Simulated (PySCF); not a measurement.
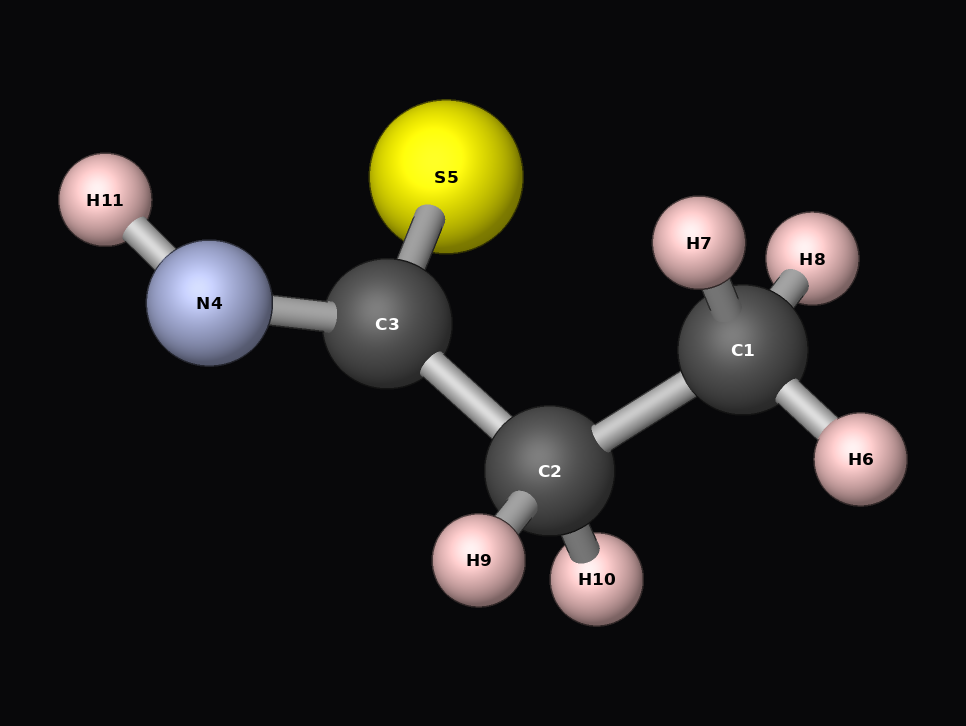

The questions are on Mulliken spin populations. The species is neutral and a spin doublet. The geometry was computed by an optimisation with GFN2-xTB. No frequency run is at hand to confirm it as a minimum. Level of theory: UKS B3LYP, pcH-1 on C H N S, non-relativistic (PySCF 2.14.0).

### Which atom carries the largest spin population?

S5 (0.86 e).

### Which atom has the lowest spin population?

C3 (−0.05 e); a negative value comes from spin polarisation.

List the Mulliken spin populations.

```csv
atom,value (e)
C1,0.00
C2,0.00
C3,−0.05
N4,0.18
S5,0.86
H6,0.00
H7,0.00
H8,0.00
H9,0.00
H10,0.00
H11,0.00
```

The run warned: orbitally degenerate or nearly so: second-order g, spin-orbit hyperfine and D do not apply.

Mulliken values depend strongly on the basis set.
